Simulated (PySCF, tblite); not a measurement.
# C2H7BCl4Si2: geometry, infrared bands and NMR shifts

Wanted: the infrared bands and NMR shifts of C2H7BCl4Si2 (`[SiH3][C@H]([SiH2]B(Cl)Cl)C(Cl)Cl`), by calculation.

Programs: tblite 0.8.0 and PySCF 2.14.0, with density-fitted response routines of our own. Each step states its level of theory. These are calculated values for one molecule in the gas phase, unless marked as measured. Atoms are numbered from 0 throughout.

### 1 Starting geometry

16 atoms, charge 0, multiplicity 1; geometry from: force field or distance geometry start.

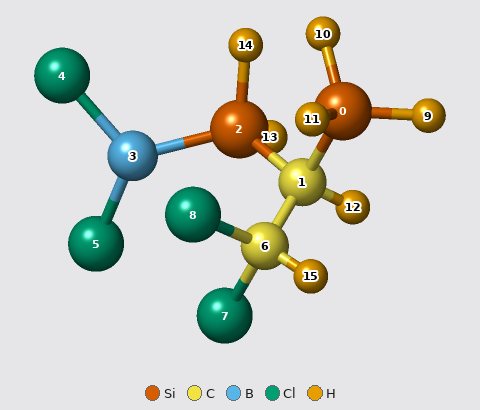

As it starts; silicon orange, carbon yellow, boron blue, chlorine teal, hydrogen amber, atoms numbered.

### 2 Optimising the geometry with GFN2-xTB

What the job is given:

```
{"job": {"kind": "relax", "xc": "GFN2-xTB", "basis": "xTB"}, "charge": 0, "multiplicity": 1}
Si    -1.687800     0.969100    -0.858200
C     -0.795300    -0.184300     0.289300
Si     0.722100     0.687400     0.886200
B      2.389700    -0.095900     0.388100
Cl     3.712100     1.048700    -0.222700
Cl     3.084600    -1.565900     1.315500
C     -0.564000    -1.484500    -0.409400
Cl     0.303600    -2.624200     0.662900
Cl     0.306500    -1.334300    -1.935900
H     -3.079400     1.158900    -0.366200
H     -1.044000     2.285400    -0.754500
H     -1.642300     0.546900    -2.241200
H     -1.486000    -0.372700     1.158200
H      0.645200     0.837000     2.353300
H      0.687200     2.076400     0.325300
H     -1.559800    -1.939100    -0.602000
```

The run is started by

```sh
OMP_NUM_THREADS=1 python probes_run.py task.json out
```

The driver reads the jobs from task.json and runs them one after another.

The program printed:

```text
step      E/eV     max force
  0    -836.88587    3.371
  1    -837.22881    2.083
  2    -837.45086    0.838
  3    -837.49079    0.783
  4    -837.56767    0.588
  5    -837.59849    0.592
  6    -837.64638    0.504
  7    -837.66817    0.427
  8    -837.68491    0.317
  9    -837.69922    0.378
 10    -837.71162    0.388
 11    -837.72229    0.289
 12    -837.73233    0.213
 13    -837.74068    0.214
 14    -837.74741    0.239
 15    -837.75296    0.194
 16    -837.75747    0.210
 17    -837.76221    0.184
 18    -837.76763    0.220
 19    -837.77237    0.196
 20    -837.77630    0.147
 21    -837.78010    0.178
 22    -837.78370    0.215
 23    -837.78716    0.180
 24    -837.79037    0.149
 25    -837.79321    0.128
 26    -837.79597    0.133
 27    -837.79851    0.119
 28    -837.80070    0.110
 29    -837.80310    0.118
 30    -837.80628    0.174
 31    -837.81015    0.221
 32    -837.81389    0.165
 33    -837.81669    0.136
 34    -837.81893    0.117
 35    -837.82158    0.155
 36    -837.82470    0.158
 37    -837.82715    0.101
 38    -837.82859    0.099
 39    -837.82967    0.105
 40    -837.83096    0.136
 41    -837.83267    0.120
 42    -837.83449    0.119
 43    -837.83597    0.115
 44    -837.83702    0.088
 45    -837.83782    0.074
 46    -837.83854    0.068
 47    -837.83931    0.066
 48    -837.84018    0.089
 49    -837.84109    0.082
 50    -837.84194    0.080
 51    -837.84280    0.092
 52    -837.84395    0.110
 53    -837.84552    0.155
 54    -837.84712    0.133
 55    -837.84834    0.079
 56    -837.84933    0.101
 57    -837.85061    0.128
 58    -837.85258    0.176
 59    -837.85488    0.163
 60    -837.85664    0.083
 61    -837.85780    0.090
 62    -837.85911    0.121
 63    -837.86167    0.207
 64    -837.86642    0.297
 65    -837.87230    0.313
 66    -837.87718    0.230
 67    -837.88153    0.232
 68    -837.88548    0.228
 69    -837.88953    0.187
 70    -837.90168    0.233
 71    -837.90820    0.195
 72    -837.91417    0.138
 73    -837.91800    0.127
 74    -837.91991    0.094
 75    -837.92213    0.117
 76    -837.92392    0.112
 77    -837.92597    0.091
 78    -837.92909    0.099
 79    -837.93046    0.090
 80    -837.93195    0.068
 81    -837.93287    0.071
 82    -837.93378    0.068
 83    -837.93482    0.096
 84    -837.93631    0.130
 85    -837.93856    0.128
 86    -837.94119    0.124
 87    -837.94304    0.121
 88    -837.94429    0.083
 89    -837.94517    0.072
 90    -837.94612    0.071
 91    -837.94724    0.109
 92    -837.94864    0.130
 93    -837.95022    0.114
 94    -837.95181    0.086
 95    -837.95324    0.079
 96    -837.95460    0.085
 97    -837.95568    0.081
 98    -837.95675    0.077
 99    -837.95781    0.078
100    -837.95936    0.081
101    -837.96093    0.080
102    -837.96218    0.064
103    -837.96282    0.059
104    -837.96329    0.054
105    -837.96394    0.055
106    -837.96493    0.075
107    -837.96604    0.085
108    -837.96695    0.067
109    -837.96758    0.044
110    -837.96796    0.040
111    -837.96814    0.031
112    -837.96831    0.031
113    -837.96849    0.049
114    -837.96880    0.060
115    -837.96919    0.056
116    -837.96955    0.043
117    -837.96982    0.035
118    -837.97003    0.036
119    -837.97026    0.042
120    -837.97054    0.036
121    -837.97086    0.047
122    -837.97121    0.046
123    -837.97151    0.030
124    -837.97171    0.027
125    -837.97183    0.025
126    -837.97195    0.030
127    -837.97212    0.043
128    -837.97241    0.058
129    -837.97284    0.080
130    -837.97342    0.065
131    -837.97404    0.072
132    -837.97468    0.073
133    -837.97530    0.058
134    -837.97598    0.087
135    -837.97655    0.060
136    -837.97731    0.078
137    -837.97820    0.095
138    -837.97948    0.095
139    -837.98087    0.103
140    -837.98223    0.099
141    -837.98335    0.087
142    -837.98426    0.075
143    -837.98524    0.074
144    -837.98620    0.078
145    -837.98720    0.078
146    -837.98785    0.063
147    -837.98876    0.065
148    -837.99000    0.068
149    -837.99077    0.062
150    -837.99130    0.079
151    -837.99199    0.063
152    -837.99245    0.047
153    -837.99293    0.036
154    -837.99323    0.034
155    -837.99360    0.046
156    -837.99394    0.056
157    -837.99432    0.060
158    -837.99469    0.037
159    -837.99492    0.034
160    -837.99502    0.031
161    -837.99512    0.026
162    -837.99520    0.024
163    -837.99537    0.025
164    -837.99551    0.033
165    -837.99568    0.028
166    -837.99585    0.023
167    -837.99606    0.043
168    -837.99630    0.064
169    -837.99661    0.069
170    -837.99694    0.047
171    -837.99719    0.029
172    -837.99732    0.021
173    -837.99740    0.025
174    -837.99746    0.021
175    -837.99750    0.012
176    -837.99754    0.013
177    -837.99757    0.014
178    -837.99760    0.014
179    -837.99763    0.011
180    -837.99764    0.006
```

It took 9.2 s on 1 thread of Intel Xeon at 2.50GHz, shared host; peak memory 0.18 GiB.

Relaxation path: (not every step is listed)

```
step  energy from step 0 (eV)  largest force (eV/Å)
   0                   0.0000                3.3713
   1                  -0.3429                2.0827
   2                  -0.5650                0.8376
   3                  -0.6049                0.7830
   4                  -0.6818                0.5878
   5                  -0.7126                0.5921
   6                  -0.7605                0.5039
   7                  -0.7823                0.4270
   8                  -0.7990                0.3166
  24                  -0.9045                0.1488
  40                  -0.9451                0.1362
  56                  -0.9635                0.1009
  72                  -1.0283                0.1376
  88                  -1.0584                0.0835
 104                  -1.0774                0.0537
 120                  -1.0847                0.0357
 136                  -1.0914                0.0780
 152                  -1.1066                0.0466
 168                  -1.1104                0.0644
 175                  -1.1116                0.0116
 176                  -1.1117                0.0128
 177                  -1.1117                0.0143
 178                  -1.1117                0.0142
 179                  -1.1118                0.0106
 180                  -1.1118                0.0062
```

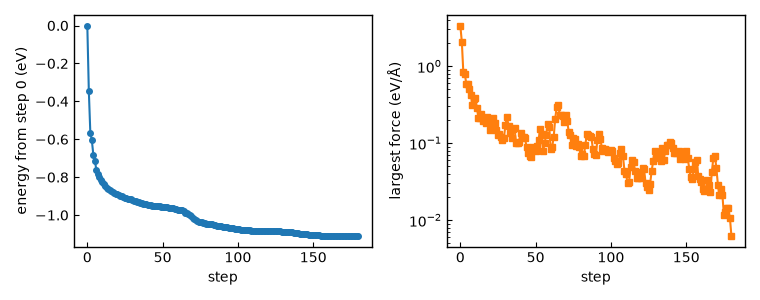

Energy and largest force along the relaxation.

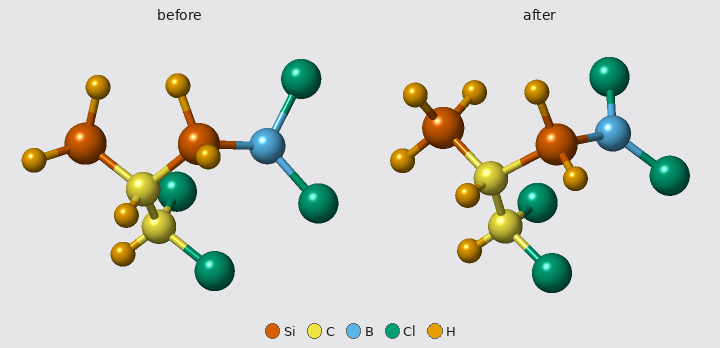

The geometry before (left) and after (right).

Close pairs (by a distance rule), those that changed most:

```
   bond  before (Å)  after (Å)  change (Å)
 B3–Cl5       1.872      1.720      -0.152
 B3–Cl4       1.853      1.726      -0.127
 Si2–B3       1.909      1.988      +0.079
 C1–Si2       1.849      1.927      +0.078
 Si0–C1       1.856      1.915      +0.060
 C1–H12       1.126      1.093      -0.033
Si2–H14       1.498      1.471      -0.027
 Si0–H9       1.488      1.466      -0.023
```

The next job starts from the end point, and lists it.

### 3 Infrared spectrum with GFN2-xTB

What the job is given:

```
{"job": {"kind": "ir", "xc": "GFN2-xTB", "basis": "xTB"}, "charge": 0, "multiplicity": 1}
Si    -1.421425     1.069999    -1.090965
C     -0.840643    -0.006878     0.382849
Si     0.809393     0.588521     1.181262
B      2.362265     0.002830     0.086863
Cl     2.850081     0.900482    -1.304315
Cl     3.359439    -1.322865     0.542193
C     -0.751904    -1.444773    -0.029840
Cl    -0.153035    -2.472875     1.304578
Cl     0.359324    -1.637667    -1.409988
H     -2.488880     0.340600    -1.781058
H     -1.949340     2.307180    -0.520651
H     -0.322162     1.346310    -2.007683
H     -1.610687     0.048782     1.155908
H      0.826544     0.108990     2.569438
H      0.670728     2.051240     1.254092
H     -1.707296    -1.870932    -0.344096
```

The program printed:

```text
mode    cm-1     km/mol
  1      31.3      0.29
  2      45.9      0.11
  3      57.5      1.68
  4      69.4      0.37
  5     106.3      1.23
  6     115.7      1.27
  7     153.0      0.58
  8     166.4      6.48
  9     189.9      1.37
 10     231.5      7.99
 11     245.6      4.01
 12     299.0      1.71
 13     329.1     16.58
 14     391.5      1.75
 15     456.2     41.45
 16     477.2      6.12
 17     514.6     18.08
 18     553.9     29.87
 19     583.3     28.40
 20     615.7     25.55
 21     662.6      1.45
 22     680.4     83.76
 23     709.0     24.99
 24     731.6    217.99
 25     768.6    199.96
 26     780.7    113.56
 27     789.9    377.99
 28     811.7    258.45
 29     838.5     44.93
 30     850.9     24.81
 31    1059.1     34.61
 32    1085.0     27.56
 33    1166.3     44.48
 34    1186.7     62.16
 35    1240.4      4.00
 36    2209.8    332.67
 37    2239.1    160.41
 38    2251.5    287.24
 39    2291.8    334.42
 40    2318.3    192.76
 41    2927.7      2.28
 42    2948.2     14.75
```

It took 4.3 s on 1 thread of Intel Xeon at 2.50GHz, shared host; peak memory 0.18 GiB.

The strongest bands and the atoms that carry them (share of the mass-weighted mode):

```
cm⁻¹  km/mol                                 atoms
 732   218.0  H13 21 %, C1 21 %, H14 15 %, C6 13 %
 769   200.0                     H10 46 %, H9 42 %
 790   378.0           H10 33 %, H11 29 %, H9 25 %
 812   258.4                    H13 42 %, H14 38 %
2210   332.7                    H14 79 %, H13 15 %
2252   287.2                               H9 95 %
2292   334.4                              H10 96 %
2318   192.8                              H11 97 %
```

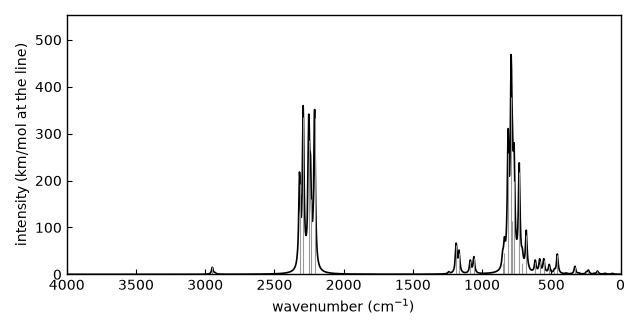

The infrared spectrum from these modes, unscaled. Lines are broadened to a width of 14 cm⁻¹ (Lorentzian).

### 4 NMR shieldings: PBE0/pcSseg-1

Same as in step 3 but for these lines:

```diff
@@ -1,2 +1,2 @@
-{"job": {"kind": "ir", "xc": "GFN2-xTB", "basis": "xTB"}, "charge": 0, "multiplicity": 1}
+{"job": {"kind": "nmr", "xc": "PBE0", "basis": "pcSseg-1"}, "charge": 0, "multiplicity": 1}
 Si    -1.421425     1.069999    -1.090965
```

Level: GIAO PBE0/pcSseg-1 NMR shielding, non-relativistic, gas phase.

The program printed:

```text
coarse grid: 17344 points
cycle   1  E = -2523.9307557306  dE =  9.448e-01  |g| = 4.641e-01  |ddm| = 3.834e+00
cycle   2  E = -2523.8828851240  dE =  4.787e-02  |g| = 6.654e-01  |ddm| = 1.044e+00
cycle   3  E = -2523.9866919514  dE = -1.038e-01  |g| = 6.986e-02  |ddm| = 6.184e-01
cycle   4  E = -2523.9874956631  dE = -8.037e-04  |g| = 4.064e-02  |ddm| = 1.047e-01
cycle   5  E = -2523.9878987388  dE = -4.031e-04  |g| = 8.955e-03  |ddm| = 4.861e-02
cycle   6  E = -2523.9879203480  dE = -2.161e-05  |g| = 2.031e-03  |ddm| = 1.383e-02
cycle   7  E = -2523.9879212747  dE = -9.267e-07  |g| = 7.357e-04  |ddm| = 3.263e-03
final grid: 142064 points
cycle   8  E = -2524.0339731768  dE = -4.250e-05  |g| = 6.919e-03  |ddm| = 2.602e-02
cycle   9  E = -2524.0339649374  dE =  8.239e-06  |g| = 8.167e-03  |ddm| = 1.382e-02
cycle  10  E = -2524.0339815505  dE = -1.661e-05  |g| = 1.873e-03  |ddm| = 9.673e-03
cycle  11  E = -2524.0339823138  dE = -7.633e-07  |g| = 3.075e-04  |ddm| = 2.280e-03
cycle  12  E = -2524.0339823365  dE = -2.271e-08  |g| = 7.681e-05  |ddm| = 3.789e-04
cycle  13  E = -2524.0339823379  dE = -1.397e-09  |g| = 2.034e-05  |ddm| = 9.596e-05
cycle  14  E = -2524.0339823380  dE = -9.732e-11  |g| = 5.198e-06  |ddm| = 3.022e-05
converged SCF energy = -2524.0339823380

GIAO shielding tensors (ppm)
atom      isotropic    diamagn.    paramagn.     s11        s22        s33       span
  0 Si     417.093     878.954    -461.860    390.128    403.456    457.695     67.567
  1 C      158.091     255.773     -97.683    137.961    146.530    189.780     51.819
  2 Si     428.207     877.696    -449.489    407.374    431.410    445.838     38.464
  3 B       29.219     192.475    -163.255    -34.048     23.084     98.621    132.669
  4 Cl     573.362    1147.301    -573.939    231.678    605.508    882.900    651.222
  5 Cl     556.175    1146.775    -590.600    204.233    581.251    883.040    678.807
  6 C       93.291     245.224    -151.933     60.101    106.129    113.643     53.542
  7 Cl     600.473    1146.425    -545.952    321.796    530.371    949.251    627.455
  8 Cl     623.097    1147.578    -524.481    402.281    575.720    891.289    489.008
  9 H       27.834      28.615      -0.781     23.956     25.734     33.812      9.856
 10 H       27.785      28.554      -0.768     24.171     25.140     34.046      9.875
 11 H       27.420      28.264      -0.844     22.931     28.221     31.107      8.177
 12 H       30.088      31.181      -1.093     25.638     27.848     36.779     11.140
 13 H       27.202      27.887      -0.685     23.922     25.310     32.375      8.454
 14 H       27.957      28.283      -0.326     25.114     25.625     33.132      8.019
 15 H       25.321      29.183      -3.862     21.433     24.625     29.906      8.473
```

It took 2.7 min on 1 thread of Intel Xeon at 2.50GHz, shared host; peak memory 1 GiB.

The references, computed at this level on geometries of the same kind, shield at (ppm): 1H TMS 31.72, 13C TMS 186.9, 29Si TMS 349.2, 11B BF3·OEt2 100.1, 35Cl HCl 950. Their shielding less the atom's gives the shift. The references are single molecules in the gas phase. Atoms listed in one row are averaged.

```
       atoms                           environment  σ (ppm)  δ (ppm)  δ scaled to CDCl3
          C6                 sp3 CH bonded to 2 Cl     93.3     93.6               89.5
          C1                 sp3 CH bonded to 2 Si    158.1     28.8               26.2
         H15  hydrogen on an sp3 CH bonded to 2 Cl    25.32     6.40               6.14
         H13  hydrogen on a silicon bonded to C, B    27.20     4.51                  –
H9, H10, H11     hydrogen on a silicon bonded to C    27.68     4.04                  –
         H14  hydrogen on a silicon bonded to C, B    27.96     3.76                  –
         H12  hydrogen on an sp3 CH bonded to 2 Si    30.09     1.63               1.64
         Si0              silicon bonded to C, 3 H    417.1    -67.9                  –
         Si2           silicon bonded to C, B, 2 H    428.2    -79.0                  –
          B3              boron bonded to 2 Cl, Si     29.2     70.8                  –
    Cl4, Cl5                  chlorine bonded to B      565      385                  –
         Cl7                  chlorine bonded to C      600      349                  –
         Cl8                  chlorine bonded to C      623      327                  –
```

The scaled column applies a straight-line fit of computed shieldings to shifts measured in CDCl3, with any fitted terms for Cl, Br or S neighbours (root-mean-square error 0.16 ppm for H, 1.9 ppm for C).

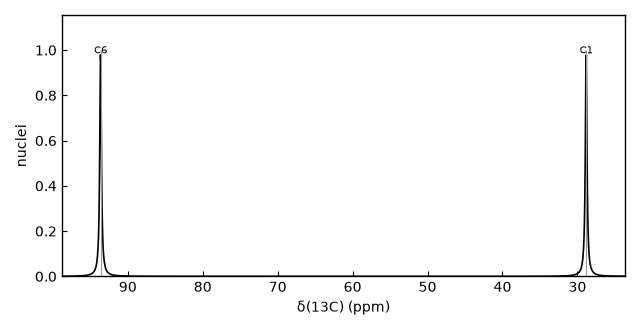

13C lines at the computed shifts, without couplings. Lines are broadened to a width of 0.26 ppm (Lorentzian).

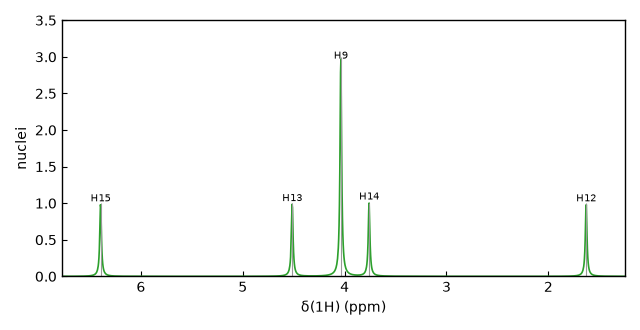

1H lines at the computed shifts, without couplings. Lines are broadened to a width of 0.02 ppm (Lorentzian).

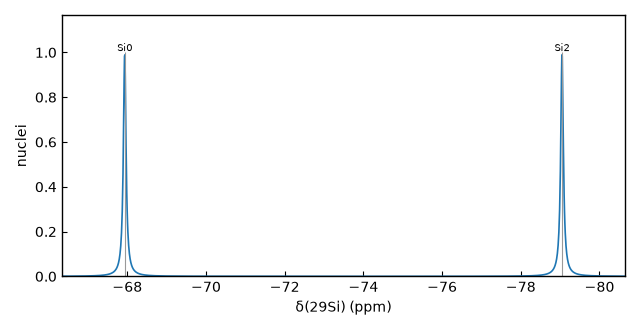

29Si lines at the computed shifts, without couplings. Lines are broadened to a width of 0.08 ppm (Lorentzian).

Charges from the same density, by scheme (e):

```
   atoms  Mulliken    IAO  Hirshfeld  ESP fit
     Si0      0.52   0.59       0.29     0.30
      C1     -0.74  -0.64      -0.21    -0.33
     Si2      0.52   0.58       0.22     0.37
      B3      0.10  -0.14       0.06     0.10
Cl4, Cl5     -0.14  -0.02      -0.05    -0.08
      C6     -0.21  -0.08       0.04    -0.60
     Cl7     -0.05  -0.07      -0.03     0.01
     Cl8     -0.05  -0.04       0.01     0.05
```

ESP fit charges:

Si0 0.30; C1 -0.33; Si2 0.37; B3 0.10; Cl4 -0.08; Cl5 -0.07; C6 -0.60; Cl7 0.01; Cl8 0.05; H9 -0.06; H10 -0.07; H11 -0.04; H12 0.24; H13 -0.09; H14 -0.10; H15 0.37

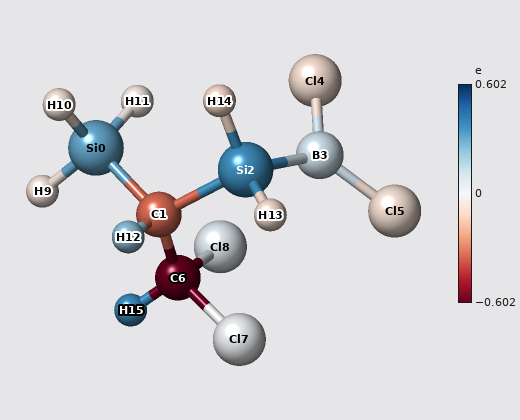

ESP fit charges, as colours on the atoms.

Mayer bond orders: Si0–C1 0.84, C1–Si2 0.83, Si2–B3 0.88, B3–Cl4 1.15, B3–Cl5 1.18, C1–C6 0.98, C6–Cl7 1.02, C6–Cl8 0.99.

Orbitals, density, ELF and potential are computed afterwards from the orbital file.

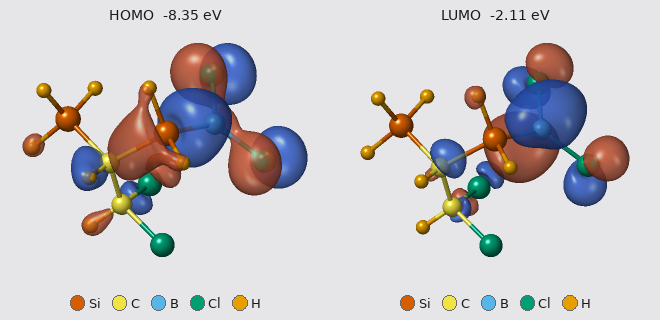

Frontier orbitals at PBE0/pcSseg-1; each surface holds 70 % of the orbital's density, blue and red mark the sign.

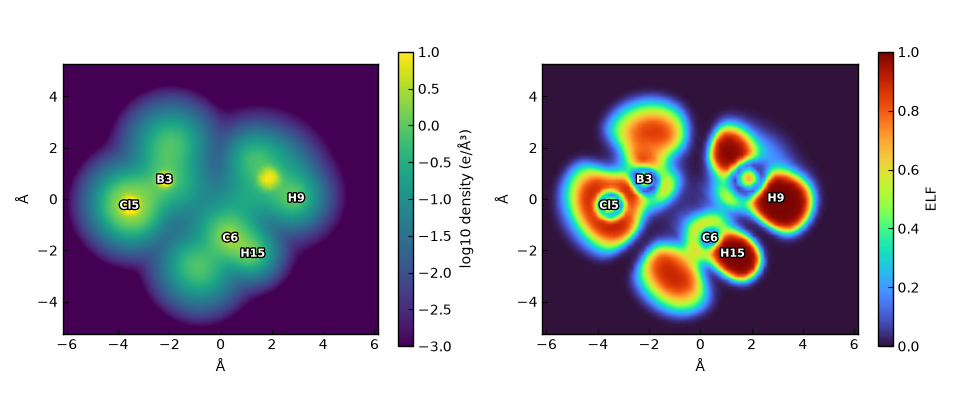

Density (left) and ELF (right) in a plane through or near 5 of the atoms.

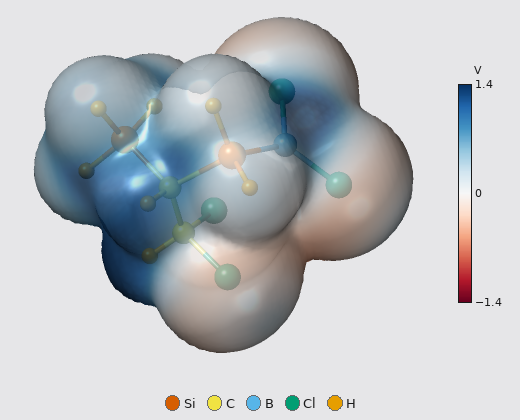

The potential that a unit positive charge feels on the 0.002 e/bohr³ surface, from -0.50 V near Cl7 to 1.40 V near H15.

### 5 What came out

```
                                                                quantity                             value
                               strongest single infrared mode (GFN2-xTB)              790 cm⁻¹, 378 km/mol
                                            zero-point energy (GFN2-xTB)                     51.7 kcal/mol
                                  13C shifts against TMS (PBE0/pcSseg-1)                    93.6, 28.8 ppm
  1H shifts against TMS (PBE0/pcSseg-1, means over atoms taken as alike)  6.40, 4.51, 4.04, 3.76, 1.63 ppm
                                 29Si shifts against TMS (PBE0/pcSseg-1)                  -67.9, -79.0 ppm
                             11B shifts against BF3·OEt2 (PBE0/pcSseg-1)                          70.8 ppm
35Cl shifts against HCl (PBE0/pcSseg-1, means over atoms taken as alike)                 385, 349, 327 ppm
                                   surface potential, least and greatest                -0.50 V and 1.40 V
```

Relaxing lowered the energy by 1.112 eV in 180 steps; the close pair that moved most is B3–Cl5, from 1.872 to 1.720 Å. All 42 modes are real, so the xTB geometry is a minimum. The strongest single mode, at 790 cm⁻¹, has its largest shares on H10, H11 and H9 (the list is cut at 3 atoms). Unscaled tight-binding wavenumbers are off by several per cent, some by more. Its intensities can rank the bands wrongly. C6 stands next to heavy halogen, whose spin-orbit shielding this run leaves out, so the computed shift lies too far downfield, most of all for carbon beside Br or I. H15 (hydrogen on an sp3 CH bonded to 2 Cl) lies farthest downfield among hydrogen, at 6.40 ppm; its carbon carries Cl, an electronegative neighbour. At PBE0/pcSseg-1: The largest span, 665 ppm, is at Cl4, Cl5, where the paramagnetic term is -582 ppm. At PBE0/pcSseg-1, counted by nearest atom on the grid, the HOMO lies on Cl4, Cl5 about 20 % each; B3 19 %, the LUMO on B3 51 %; Cl4, Cl5 about 11 % each.
